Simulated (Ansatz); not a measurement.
Consider C₈H₂₄Si₃ (SMILES C[Si](C)(C)[Si](C)(C)[Si](C)(C)C).

```yaml
atoms:
  - { symbol: C, position_ang: [2.1493, -0.8641, 1.6385] }
  - { symbol: Si, position_ang: [1.9692, -0.1497, -0.1156] }
  - { symbol: C, position_ang: [2.1506, -1.5513, -1.3885] }
  - { symbol: C, position_ang: [3.3475, 1.1301, -0.4074] }
  - { symbol: Si, position_ang: [-0.1285, 0.8951, -0.3722] }
  - { symbol: C, position_ang: [-0.1503, 2.5193, 0.6360] }
  - { symbol: C, position_ang: [-0.3974, 1.2943, -2.2224] }
  - { symbol: Si, position_ang: [-1.8765, -0.4944, 0.3837] }
  - { symbol: C, position_ang: [-1.7034, -2.2426, -0.3467] }
  - { symbol: C, position_ang: [-3.5441, 0.2425, -0.1626] }
  - { symbol: C, position_ang: [-1.8419, -0.5988, 2.2825] }
  - { symbol: H, position_ang: [3.1630, -1.2909, 1.7920] }
  - { symbol: H, position_ang: [1.4107, -1.6720, 1.8193] }
  - { symbol: H, position_ang: [1.9902, -0.0822, 2.4094] }
  - { symbol: H, position_ang: [3.1378, -2.0510, -1.2931] }
  - { symbol: H, position_ang: [2.0682, -1.1593, -2.4231] }
  - { symbol: H, position_ang: [1.3636, -2.3216, -1.2566] }
  - { symbol: H, position_ang: [3.2732, 1.5725, -1.4222] }
  - { symbol: H, position_ang: [3.2867, 1.9587, 0.3279] }
  - { symbol: H, position_ang: [4.3512, 0.6639, -0.3129] }
  - { symbol: H, position_ang: [0.0169, 2.3163, 1.7137] }
  - { symbol: H, position_ang: [0.6454, 3.2128, 0.2926] }
  - { symbol: H, position_ang: [-1.1247, 3.0416, 0.5358] }
  - { symbol: H, position_ang: [0.4068, 1.9525, -2.6126] }
  - { symbol: H, position_ang: [-0.4005, 0.3656, -2.8292] }
  - { symbol: H, position_ang: [-1.3676, 1.8091, -2.3827] }
  - { symbol: H, position_ang: [-2.5640, -2.8818, -0.0568] }
  - { symbol: H, position_ang: [-1.6611, -2.2131, -1.4550] }
  - { symbol: H, position_ang: [-0.7778, -2.7370, 0.0136] }
  - { symbol: H, position_ang: [-3.6804, 1.2662, 0.2432] }
  - { symbol: H, position_ang: [-4.3916, -0.3800, 0.1949] }
  - { symbol: H, position_ang: [-3.6111, 0.3055, -1.2683] }
  - { symbol: H, position_ang: [-0.8844, -1.0238, 2.6467] }
  - { symbol: H, position_ang: [-2.6665, -1.2391, 2.6615] }
  - { symbol: H, position_ang: [-1.9584, 0.4069, 2.7364] }
```

Geometry: PBE-D4/def2-SVP.

The calculation used RKS PBE0-D4/def2-TZVP in Ansatz 0.2.0.

### What will maps of the electron density and electron localisation function show?

C–Si (1.90 Å): the density is about 0.91 e/Å³ at the midpoint; the ELF peaks at about 0.95 between the atoms (a covalent bond).
Si–Si (2.36 Å): the density is about 0.64 e/Å³ at the midpoint; the ELF peaks at about 1 between the atoms (a shared electron pair).
C–H (1.11 Å): the density is about 1.9 e/Å³ at the midpoint; the ELF climbs to about 1 towards the hydrogen, as it does in any bond to H: an ordinary covalent bond to hydrogen.

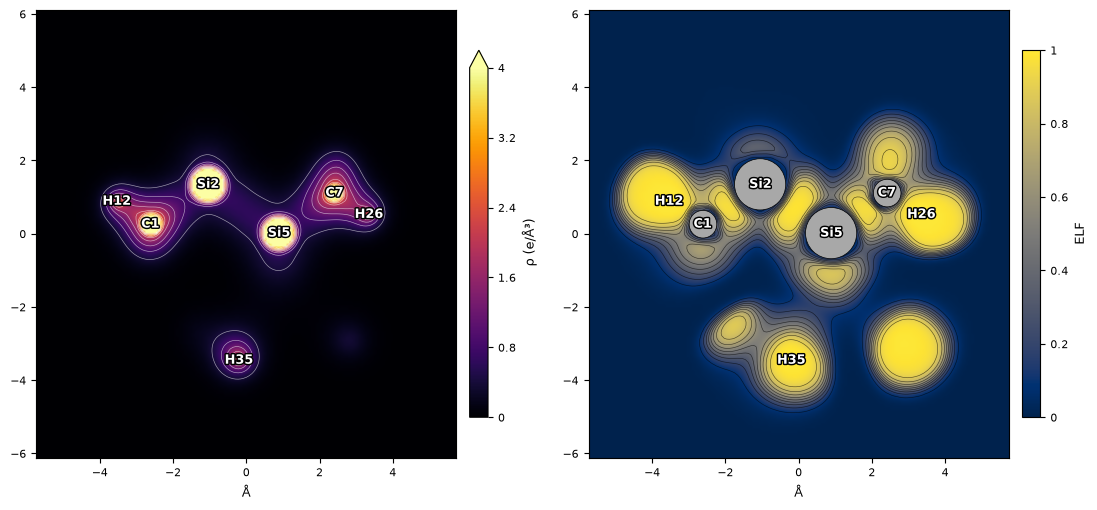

Computed electron density and electron localisation function on the plane of atoms Si2, C1 and H12, in this order. Grey discs cover the atomic cores in the ELF map. 
